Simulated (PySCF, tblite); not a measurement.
**C6H14B2FN: geometry, infrared bands and NMR shifts**

What infrared bands and NMR shifts should C6H14B2FN (`BN(B(F)CCC)C1CC1`) show?

Programs: tblite 0.8.0 and PySCF 2.14.0, with density-fitted response routines of our own. Each step states its level of theory. These are calculated values for one molecule in the gas phase, unless marked as measured. Atoms count from 0, in the outputs and in this text.

**1. The molecule as given**

24 atoms, charge 0, multiplicity 1; geometry from: force field or distance geometry start.

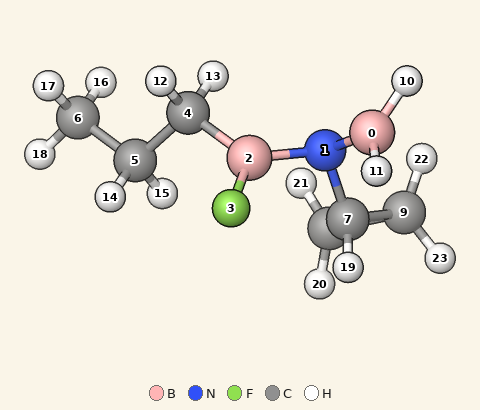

The starting geometry (boron pink, nitrogen blue, fluorine green, carbon grey, hydrogen white), atoms numbered.

**2. Geometry optimisation with GFN2-xTB**

What the job is given:

```
{"job": {"kind": "relax", "xc": "GFN2-xTB", "basis": "xTB"}, "charge": 0, "multiplicity": 1}
B      1.455300     1.832800    -1.685800
N      0.960400     0.678500    -0.825100
B     -0.280800     1.125700    -0.064400
F     -0.243900     2.276500     0.816600
C     -1.626500     0.263700    -0.164000
C     -2.002200    -0.335100     1.185200
C     -3.265700    -1.172200     1.083100
C      2.013700     0.348100     0.164300
C      1.946800    -1.099200     0.651600
C      3.004600    -0.684500    -0.344100
H      1.573700     1.678000    -2.849900
H      1.773600     2.859100    -1.195500
H     -2.448400     0.924900    -0.524400
H     -1.463500    -0.549800    -0.913600
H     -2.169300     0.487400     1.930000
H     -1.172300    -0.979300     1.568200
H     -3.116300    -2.011500     0.377900
H     -4.118900    -0.554900     0.743700
H     -3.514700    -1.592600     2.090100
H      2.383300     1.114000     0.882600
H      2.316500    -1.237500     1.688200
H      1.126700    -1.711700     0.216200
H      2.837600    -1.047900    -1.367700
H      4.018600    -0.593000     0.087100
```

Launch:

```sh
OMP_NUM_THREADS=1 python probes_run.py task.json out
```

This one command runs all jobs of the session in turn.

Log:

```text
step      E/eV     max force
  0    -819.41628    2.893
  1    -819.77134    1.952
  2    -819.96780    1.711
  3    -820.01177    0.367
  4    -820.03098    0.292
  5    -820.04627    0.344
  6    -820.06169    0.370
  7    -820.07637    0.331
  8    -820.08618    0.310
  9    -820.09637    0.353
 10    -820.11288    0.485
 11    -820.14215    0.742
 12    -820.18513    1.082
 13    -820.25410    1.276
 14    -820.38148    1.138
 15    -820.49652    0.851
 16    -820.60976    1.112
 17    -820.64367    1.873
 18    -820.78091    0.676
 19    -820.83776    0.644
 20    -820.90088    0.628
 21    -820.96507    0.501
 22    -821.01848    0.478
 23    -821.07338    0.464
 24    -821.11721    0.355
 25    -821.14366    0.394
 26    -821.14573    0.706
 27    -821.17022    0.235
 28    -821.17861    0.195
 29    -821.18843    0.160
 30    -821.19415    0.171
 31    -821.20291    0.195
 32    -821.21067    0.195
 33    -821.21832    0.218
 34    -821.22416    0.212
 35    -821.22938    0.169
 36    -821.23364    0.118
 37    -821.23702    0.128
 38    -821.24087    0.143
 39    -821.24615    0.150
 40    -821.25204    0.164
 41    -821.25710    0.135
 42    -821.26080    0.118
 43    -821.26393    0.144
 44    -821.26786    0.157
 45    -821.27316    0.165
 46    -821.27963    0.179
 47    -821.28634    0.196
 48    -821.29267    0.190
 49    -821.29757    0.149
 50    -821.30144    0.137
 51    -821.30440    0.120
 52    -821.30683    0.100
 53    -821.30916    0.106
 54    -821.31157    0.099
 55    -821.31359    0.123
 56    -821.31554    0.130
 57    -821.31792    0.121
 58    -821.32150    0.129
 59    -821.32629    0.149
 60    -821.33191    0.153
 61    -821.33795    0.191
 62    -821.34464    0.210
 63    -821.35269    0.194
 64    -821.36229    0.219
 65    -821.37222    0.409
 66    -821.37939    0.483
 67    -821.38937    0.230
 68    -821.39755    0.164
 69    -821.40553    0.178
 70    -821.41183    0.220
 71    -821.41889    0.232
 72    -821.42688    0.225
 73    -821.43507    0.302
 74    -821.44409    0.220
 75    -821.45258    0.220
 76    -821.46120    0.258
 77    -821.46959    0.193
 78    -821.47745    0.219
 79    -821.48343    0.155
 80    -821.48863    0.203
 81    -821.49279    0.174
 82    -821.49660    0.123
 83    -821.50074    0.101
 84    -821.50355    0.096
 85    -821.50618    0.094
 86    -821.50799    0.086
 87    -821.50991    0.080
 88    -821.51234    0.098
 89    -821.51529    0.106
 90    -821.51790    0.096
 91    -821.51973    0.088
 92    -821.52124    0.102
 93    -821.52300    0.105
 94    -821.52529    0.123
 95    -821.52799    0.104
 96    -821.53050    0.090
 97    -821.53219    0.078
 98    -821.53341    0.077
 99    -821.53450    0.064
100    -821.53590    0.077
101    -821.53744    0.091
102    -821.53923    0.091
103    -821.54109    0.094
104    -821.54302    0.085
105    -821.54495    0.087
106    -821.54681    0.081
107    -821.54844    0.088
108    -821.55018    0.089
109    -821.55203    0.090
110    -821.55386    0.086
111    -821.55495    0.064
112    -821.55586    0.064
113    -821.55706    0.085
114    -821.55887    0.097
115    -821.56086    0.092
116    -821.56263    0.096
117    -821.56439    0.110
118    -821.56688    0.117
119    -821.57039    0.137
120    -821.57475    0.218
121    -821.57858    0.116
122    -821.58205    0.102
123    -821.58380    0.104
124    -821.58699    0.134
125    -821.59115    0.156
126    -821.59594    0.168
127    -821.59976    0.153
128    -821.60219    0.120
129    -821.60456    0.103
130    -821.60668    0.091
131    -821.60958    0.118
132    -821.61185    0.140
133    -821.61414    0.102
134    -821.61641    0.110
135    -821.61836    0.103
136    -821.62038    0.130
137    -821.62250    0.112
138    -821.62393    0.089
139    -821.62479    0.048
140    -821.62513    0.049
141    -821.62572    0.039
142    -821.62606    0.041
143    -821.62639    0.039
144    -821.62670    0.040
145    -821.62702    0.043
146    -821.62733    0.043
147    -821.62772    0.050
148    -821.62814    0.050
149    -821.62852    0.037
150    -821.62880    0.028
151    -821.62903    0.028
152    -821.62924    0.025
153    -821.62943    0.022
154    -821.62957    0.022
155    -821.62967    0.024
156    -821.62979    0.025
157    -821.62995    0.032
158    -821.63014    0.033
159    -821.63032    0.023
160    -821.63046    0.021
161    -821.63060    0.023
162    -821.63077    0.032
163    -821.63098    0.034
164    -821.63115    0.023
165    -821.63129    0.024
166    -821.63140    0.025
167    -821.63153    0.029
168    -821.63168    0.030
169    -821.63182    0.022
170    -821.63194    0.021
171    -821.63205    0.018
172    -821.63215    0.021
173    -821.63225    0.021
174    -821.63235    0.017
175    -821.63246    0.020
176    -821.63260    0.026
177    -821.63276    0.031
178    -821.63293    0.028
179    -821.63310    0.031
180    -821.63326    0.029
181    -821.63342    0.027
182    -821.63359    0.030
183    -821.63377    0.026
184    -821.63395    0.021
185    -821.63412    0.026
186    -821.63425    0.031
187    -821.63439    0.027
188    -821.63457    0.029
189    -821.63480    0.031
190    -821.63507    0.036
191    -821.63532    0.030
192    -821.63552    0.022
193    -821.63568    0.024
194    -821.63586    0.027
195    -821.63606    0.038
196    -821.63631    0.046
197    -821.63663    0.038
198    -821.63702    0.031
199    -821.63734    0.030
200    -821.63755    0.040
201    -821.63771    0.036
202    -821.63789    0.026
203    -821.63813    0.029
204    -821.63833    0.033
205    -821.63850    0.033
206    -821.63865    0.035
207    -821.63883    0.031
208    -821.63903    0.027
209    -821.63922    0.030
210    -821.63938    0.026
211    -821.63954    0.030
212    -821.63972    0.030
213    -821.63992    0.032
214    -821.64011    0.034
215    -821.64028    0.026
216    -821.64043    0.029
217    -821.64058    0.028
218    -821.64071    0.023
219    -821.64080    0.017
220    -821.64086    0.017
221    -821.64092    0.017
222    -821.64099    0.021
223    -821.64104    0.013
224    -821.64107    0.012
225    -821.64110    0.013
226    -821.64112    0.012
227    -821.64114    0.009
```

It took 3.6 s on 1 thread of Arm Neoverse N1, shared host; peak memory 0.18 GiB.

The steps of the relaxation: (not every step is listed)

```
step  energy from step 0 (eV)  largest force (eV/Å)
   0                   0.0000                2.8935
   1                  -0.3551                1.9523
   2                  -0.5515                1.7107
   3                  -0.5955                0.3672
   4                  -0.6147                0.2919
   5                  -0.6300                0.3436
   6                  -0.6454                0.3703
   7                  -0.6601                0.3310
   8                  -0.6699                0.3099
  29                  -1.7722                0.1598
  50                  -1.8852                0.1366
  71                  -2.0026                0.2317
  92                  -2.1050                0.1017
 113                  -2.1408                0.0854
 134                  -2.2001                0.1104
 155                  -2.2134                0.0243
 176                  -2.2163                0.0262
 197                  -2.2203                0.0380
 218                  -2.2244                0.0228
 222                  -2.2247                0.0206
 223                  -2.2248                0.0131
 224                  -2.2248                0.0119
 225                  -2.2248                0.0127
 226                  -2.2248                0.0116
 227                  -2.2249                0.0092
```

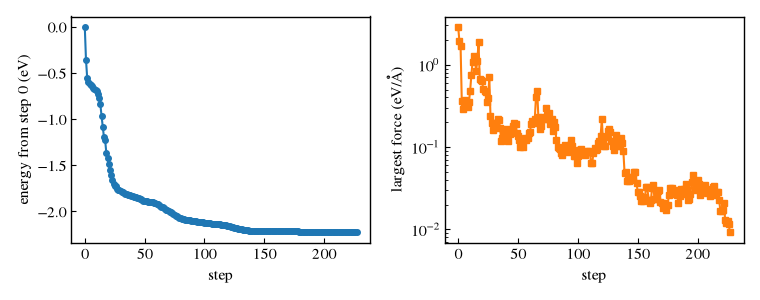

Energy and largest force along the relaxation.

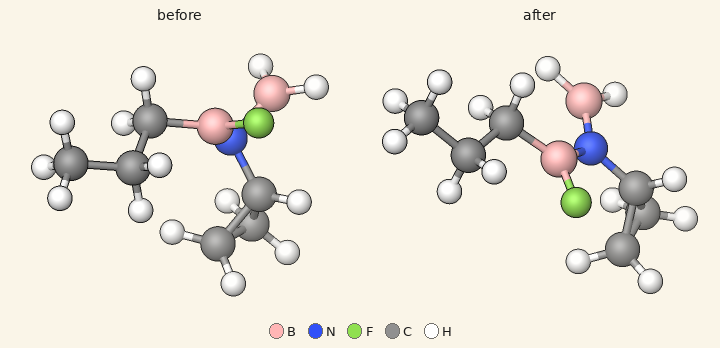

Before and after, at one scale.

Distances of close pairs at the start and the end, largest changes first:

```
  bond  before (Å)  after (Å)  change (Å)
 B0–N1       1.523      1.408      -0.114
 B2–F3       1.450      1.336      -0.114
 N1–B2       1.523      1.431      -0.092
C8–H21       1.112      1.079      -0.033
C6–H18       1.119      1.088      -0.032
 N1–C7       1.482      1.451      -0.031
C5–H14       1.122      1.091      -0.031
C8–H20       1.109      1.079      -0.030
```

The next job starts from the end point, and lists it.

**3. Vibrational analysis with GFN2-xTB**

What the job is given:

```
{"job": {"kind": "ir", "xc": "GFN2-xTB", "basis": "xTB"}, "charge": 0, "multiplicity": 1}
B      0.964109     0.844766    -1.779325
N      1.048888     0.595656    -0.395938
B     -0.070306     0.346424     0.460875
F      0.189040     0.293694     1.769963
C     -1.577918     0.162860    -0.002450
C     -2.448668    -0.573714     1.024038
C     -3.910727    -0.620592     0.598061
C      2.342289     0.686049     0.256324
C      2.894823    -0.502304     0.983546
C      3.523019    -0.046663    -0.299170
H     -0.072984     0.777818    -2.310207
H      1.932259     1.127616    -2.371413
H     -2.012821     1.153410    -0.169247
H     -1.643959    -0.356287    -0.959004
H     -2.366424    -0.076057     1.991646
H     -2.073777    -1.592047     1.147052
H     -4.012813    -1.120179    -0.363224
H     -4.313317     0.386004     0.504518
H     -4.505729    -1.161158     1.330791
H      2.517690     1.661991     0.697864
H      3.417091    -0.338640     1.913219
H      2.313790    -1.411515     0.963806
H      3.367335    -0.654090    -1.177060
H      4.487376     0.436721    -0.264289
```

Log:

```text
mode    cm-1     km/mol
  1      19.5      0.10
  2      46.8      0.50
  3      61.8      0.09
  4      89.5      0.38
  5     108.2      0.63
  6     183.8      1.30
  7     210.9      1.70
  8     234.7      0.03
  9     271.7      1.39
 10     307.5      0.21
 11     337.6      0.95
 12     351.1      3.09
 13     403.6      0.38
 14     437.1      7.59
 15     524.2      8.59
 16     561.2     19.82
 17     716.9      7.04
 18     751.5     49.72
 19     792.4      0.41
 20     826.2      2.54
 21     850.3      3.42
 22     853.1     10.13
 23     859.8    147.16
 24     927.0      4.16
 25     965.2      3.17
 26    1000.9      2.67
 27    1014.0     16.84
 28    1025.7      8.59
 29    1070.7      0.27
 30    1074.0      9.26
 31    1083.2      2.80
 32    1087.3      1.29
 33    1091.9      4.59
 34    1121.8     16.26
 35    1149.7      0.23
 36    1184.1     17.14
 37    1221.7     19.01
 38    1222.6    176.73
 39    1235.8    108.97
 40    1254.3     46.39
 41    1277.4     54.87
 42    1292.9    115.14
 43    1345.8    238.60
 44    1358.9    135.13
 45    1367.5    152.97
 46    1415.3      1.28
 47    1430.1      0.49
 48    1471.9      6.88
 49    1480.9      9.22
 50    1498.7      0.16
 51    1505.0      2.71
 52    1507.2      1.44
 53    2641.2    123.50
 54    2680.8    150.61
 55    2945.3     18.81
 56    2975.4     44.24
 57    2992.6      8.33
 58    3001.2     35.95
 59    3006.0     37.50
 60    3027.4     63.40
 61    3030.4     60.12
 62    3035.8     37.94
 63    3090.8     18.48
 64    3094.9     20.35
 65    3099.6      4.39
 66    3116.4     52.58
```

It took 1.9 s on 1 thread of Arm Neoverse N1, shared host; peak memory 0.18 GiB.

Which atoms move in the most intense modes:

```
cm⁻¹  km/mol                                  atoms
 860   147.2            H11 35 %, H10 31 %, B0 24 %
1223   176.7                       B2 59 %, F3 15 %
1293   115.1  B2 18 %, H15 17 %, H19 16 %, H13 14 %
1346   238.6                       N1 28 %, B0 20 %
1359   135.1   H14 16 %, C7 13 %, C5 13 %, H15 11 %
1368   153.0              C7 25 %, N1 18 %, B0 10 %
2641   123.5                     H11 77 %, H10 18 %
2681   150.6            H10 74 %, H11 15 %, B0 11 %
```

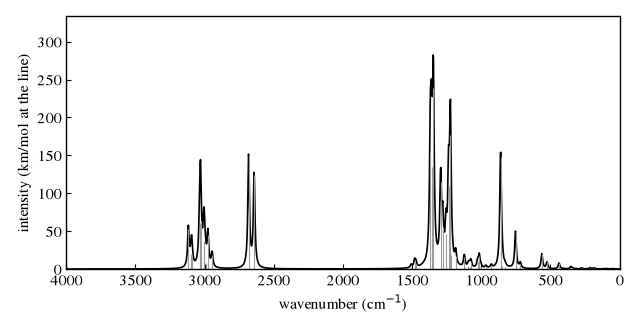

The infrared spectrum from these modes, unscaled. Lines are broadened to a width of 14 cm⁻¹ (Lorentzian).

**4. NMR shieldings: PBE0/pcSseg-1**

Same as in step 3 but for these lines:

```diff
@@ -1,2 +1,2 @@
-{"job": {"kind": "ir", "xc": "GFN2-xTB", "basis": "xTB"}, "charge": 0, "multiplicity": 1}
+{"job": {"kind": "nmr", "xc": "PBE0", "basis": "pcSseg-1"}, "charge": 0, "multiplicity": 1}
 B      0.964109     0.844766    -1.779325
```

Level: GIAO PBE0/pcSseg-1 NMR shielding, non-relativistic, gas phase.

Log:

```text
coarse grid: 19520 points
cycle   1  E = -440.7459118100  dE =  1.143e+00  |g| = 6.133e-01  |ddm| = 4.158e+00
cycle   2  E = -440.7205773883  dE =  2.533e-02  |g| = 7.656e-01  |ddm| = 9.690e-01
cycle   3  E = -440.8277782259  dE = -1.072e-01  |g| = 8.041e-02  |ddm| = 5.240e-01
cycle   4  E = -440.8287439331  dE = -9.657e-04  |g| = 3.559e-02  |ddm| = 7.968e-02
cycle   5  E = -440.8289788974  dE = -2.350e-04  |g| = 7.598e-03  |ddm| = 2.809e-02
cycle   6  E = -440.8289900838  dE = -1.119e-05  |g| = 2.718e-03  |ddm| = 6.863e-03
cycle   7  E = -440.8289915265  dE = -1.443e-06  |g| = 6.539e-04  |ddm| = 2.047e-03
final grid: 187472 points
cycle   8  E = -440.8886944773  dE = -8.227e-05  |g| = 1.039e-02  |ddm| = 3.780e-02
cycle   9  E = -440.8886872923  dE =  7.185e-06  |g| = 1.183e-02  |ddm| = 1.814e-02
cycle  10  E = -440.8887217867  dE = -3.449e-05  |g| = 8.531e-04  |ddm| = 9.610e-03
cycle  11  E = -440.8887219315  dE = -1.449e-07  |g| = 3.563e-04  |ddm| = 8.589e-04
cycle  12  E = -440.8887219559  dE = -2.440e-08  |g| = 1.031e-04  |ddm| = 3.071e-04
cycle  13  E = -440.8887219584  dE = -2.512e-09  |g| = 2.257e-05  |ddm| = 1.152e-04
cycle  14  E = -440.8887219585  dE = -9.811e-11  |g| = 6.623e-06  |ddm| = 2.097e-05
converged SCF energy = -440.8887219585

GIAO shielding tensors (ppm)
atom      isotropic    diamagn.    paramagn.     s11        s22        s33       span
  0 B       50.512     198.903    -148.391     14.506     19.808    117.221    102.714
  1 N       75.394     324.551    -249.157    -35.064     36.998    224.248    259.312
  2 B       61.196     194.718    -133.522     23.326     77.660     82.602     59.276
  3 F      239.045     474.529    -235.484     79.975    193.673    443.488    363.513
  4 C      164.643     258.516     -93.873    151.720    155.941    186.268     34.548
  5 C      165.620     247.024     -81.404    158.169    167.252    171.439     13.270
  6 C      167.139     244.207     -77.068    153.874    160.084    187.460     33.586
  7 C      151.396     240.116     -88.721    110.951    135.055    208.182     97.231
  8 C      175.133     251.153     -76.020    141.611    174.524    209.263     67.652
  9 C      175.958     259.136     -83.178    143.083    176.546    208.245     65.162
 10 H       26.215      34.196      -7.981     23.772     25.380     29.494      5.722
 11 H       26.035      32.458      -6.423     22.586     25.568     29.950      7.365
 12 H       30.833      35.121      -4.288     26.431     30.862     35.206      8.775
 13 H       30.460      37.028      -6.568     25.327     31.055     34.998      9.671
 14 H       30.004      32.145      -2.142     24.000     30.955     35.056     11.056
 15 H       30.498      32.798      -2.299     25.091     30.788     35.616     10.525
 16 H       30.812      28.613       2.199     26.673     29.144     36.618      9.945
 17 H       30.839      28.062       2.777     26.964     28.903     36.650      9.686
 18 H       30.387      25.983       4.404     25.519     27.680     37.961     12.442
 19 H       28.827      29.166      -0.339     22.526     27.200     36.754     14.228
 20 H       30.815      29.801       1.014     25.538     26.582     40.325     14.787
 21 H       31.350      32.220      -0.869     27.127     28.699     38.225     11.098
 22 H       31.242      32.957      -1.714     26.123     28.776     38.828     12.705
 23 H       30.879      29.827       1.052     25.211     26.632     40.795     15.585
```

Run time: 1.7 min. Hardware: 1 thread of Arm Neoverse N1, shared host; peak memory 1 GiB.

The references, computed at this level on geometries of the same kind, shield at (ppm): 1H TMS 31.72, 13C TMS 186.9, 19F CFCl3 170.9, 15N NH3 267.7, 11B BF3·OEt2 100.1. Their shielding less the atom's gives the shift. The references are single molecules in the gas phase, so shifts against H2O, NH3, PH3, H3PO4 or CFCl3 are not on the usual liquid scales and can be off by tens of ppm. Atoms listed in one row are averaged.

```
        atoms                               environment  σ (ppm)  δ (ppm)  δ scaled to CDCl3
           C7                three-membered-ring carbon    151.4     35.5               32.8
           C4                       sp3 CH2 bonded to B    164.6     22.3               19.8
           C5                                   sp3 CH2    165.6     21.3               18.9
           C6                             methyl carbon    167.1     19.8               17.4
       C8, C9                three-membered-ring carbon    175.5     11.4                9.2
     H10, H11           hydrogen on a boron bonded to N    26.12     5.59                  –
          H19  hydrogen on a three-membered-ring carbon    28.83     2.89               2.83
     H14, H15                    hydrogen on an sp3 CH2    30.25     1.47               1.49
     H12, H13        hydrogen on an sp3 CH2 bonded to B    30.65     1.07               1.11
H16, H17, H18               hydrogen on a methyl carbon    30.68     1.04               1.08
     H20, H23  hydrogen on a three-membered-ring carbon    30.85     0.87               0.93
     H21, H22  hydrogen on a three-membered-ring carbon    31.30     0.42               0.50
           B0                    boron bonded to N, 2 H     50.5     49.6                  –
           B2                   boron bonded to C, F, N     61.2     38.9                  –
           N1                 nitrogen bonded to C, 2 B     75.4    192.3                  –
           F3                      fluorine bonded to B    239.0    -68.1                  –
```

The scaled column applies a straight-line fit of computed shieldings to shifts measured in CDCl3, and one for carbons that bear F (root-mean-square error 0.16 ppm for H, 1.9 ppm for C).

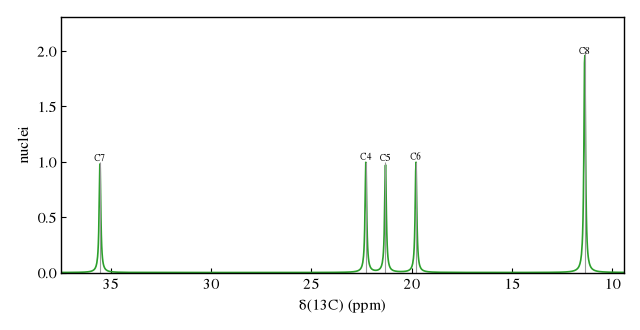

13C lines at the computed shifts, without couplings. Lines are broadened to a width of 0.10 ppm (Lorentzian).

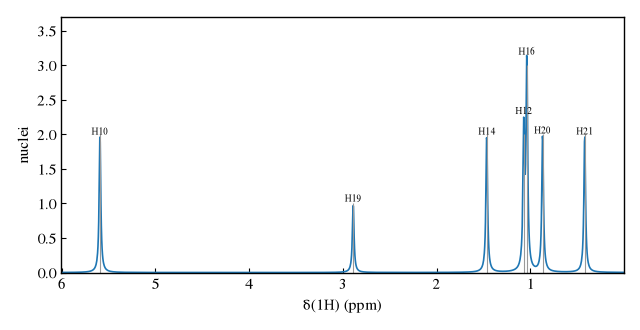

1H lines at the computed shifts, without couplings. Lines are broadened to a width of 0.02 ppm (Lorentzian).

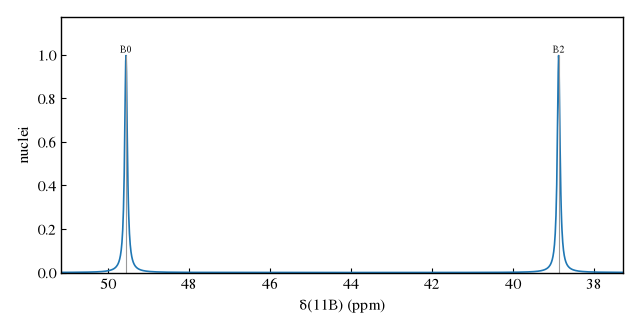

11B lines at the computed shifts, without couplings. Lines are broadened to a width of 0.08 ppm (Lorentzian).

Charges from the same density, by scheme (e):

```
 atoms  Mulliken    IAO  Hirshfeld  ESP fit
    B0      0.15   0.03       0.13     0.25
    N1     -0.61  -0.30      -0.16    -0.33
    B2      0.76   0.55       0.27     0.57
    F3     -0.30  -0.32      -0.12    -0.36
    C4     -0.52  -0.43      -0.15    -0.22
    C5     -0.28  -0.23      -0.07     0.26
    C6     -0.26  -0.41      -0.12    -0.46
    C7     -0.05  -0.03       0.01     0.20
C8, C9     -0.19  -0.29      -0.09    -0.34
```

ESP fit charges:

B0 0.25; N1 -0.33; B2 0.57; F3 -0.36; C4 -0.22; C5 0.26; C6 -0.46; C7 0.20; C8 -0.23; C9 -0.45; H10 -0.13; H11 -0.12; H12 0.04; H13 0.05; H14 -0.02; H15 -0.04; H16 0.11; H17 0.11; H18 0.11; H19 0.06; H20 0.12; H21 0.12; H22 0.19; H23 0.17

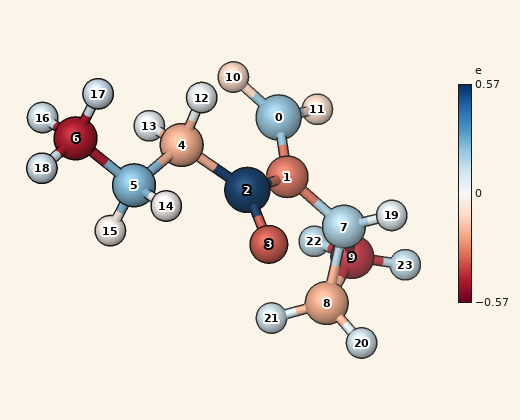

ESP fit charges, as colours on the atoms.

Mayer bond orders: B0–N1 1.23, N1–B2 1.05, B2–F3 1.09, B2–C4 0.96, C4–C5 1.04, C5–C6 1.06, N1–C7 0.90, C7–C8 0.98, C8–C9 0.97, C9–C7 0.98.

Ring of atoms C7, C8, C9: NICS(0) -41.0, NICS(1) -8.4, NICS(1)zz -20.5 ppm (means of both faces).

The two faces differ (NICS(1)zz -23.4 and -17.6 ppm).

In rings of three or four atoms NICS is ruled by the nearby σ bonds, so it says little on aromaticity.

**5. What came out**

| quantity | value |
| --- | --- |
| strongest single infrared mode (GFN2-xTB) | 1346 cm⁻¹, 239 km/mol |
| zero-point energy (GFN2-xTB) | 124.7 kcal/mol |
| 13C shifts against TMS (PBE0/pcSseg-1, means over atoms taken as alike) | 35.5, 22.3, 21.3, 19.8, 11.4 ppm |
| 1H shifts against TMS (PBE0/pcSseg-1, means over atoms taken as alike) | 5.59, 2.89, 1.47, 1.07, 1.04, 0.87, 0.42 ppm |
| 11B shifts against BF3·OEt2 (PBE0/pcSseg-1) | 49.6, 38.9 ppm |
| 15N shifts against NH3 (PBE0/pcSseg-1) | 192.3 ppm |
| 19F shifts against CFCl3 (PBE0/pcSseg-1) | -68.1 ppm |

**Reading.** Over 227 steps the energy fell by 2.225 eV; of the close pairs, B0–N1 changed most, 1.523 to 1.408 Å. All 66 modes are real, so the xTB geometry is a minimum. The strongest single mode, at 1346 cm⁻¹, is spread over many atoms; the largest shares are those of N1, B0. GFN2-xTB is a fitted tight-binding method: band positions and strengths are rough. Its intensities can rank the bands wrongly. At PBE0/pcSseg-1: The widest tensor belongs to F3: span 364 ppm, with a paramagnetic part of -235 ppm.
